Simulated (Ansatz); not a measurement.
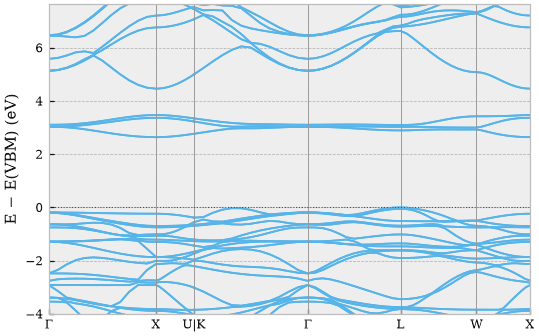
*Band structure from r²SCAN with spin–orbit coupling (plane waves, PAW; program Ansatz)*

Q: Read off the gap and where the band edges lie.

A: About 2.6 eV (2.64 eV by a search for the band edges); maximum at L, minimum at X.

The material is Ba2CdMoO6 in space group Fm-3m (No. 225; Ba on 8c, Cd on 4b, Mo on 4a, O on 24e).

The workflow started from a Materials Project entry (that database holds measured and hypothetical structures alike); the Crystallography Open Database copy checked does not list it. Its standing as an ambient phase is unchecked. The r²SCAN relaxation kept the symmetry of its start; whether a distortion lowers the energy is not shown. The run is not spin-polarised. No Hubbard U is applied.

Potentials: the later of the program's two PAW sets.
